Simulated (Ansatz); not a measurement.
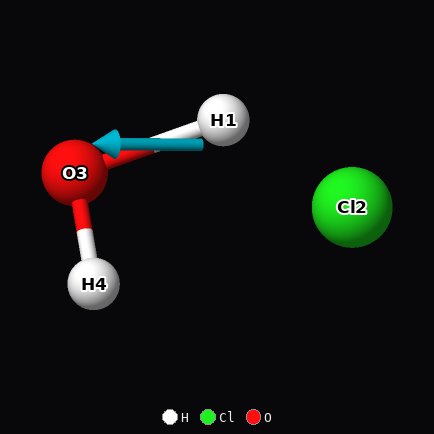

The arrows show one normal mode. The species is neutral and a spin doublet. Harmonic vibrations computed with UKS PBE0-D4/def2-SVP (Ansatz 0.2.0) at a stationary point of the same level. It is a saddle point of order 1.

> Describe the motion.

Mostly O–H stretching.

> At what wavenumber does it lie?

1656i cm⁻¹; it is mode 1 of 6 counted from the lowest.
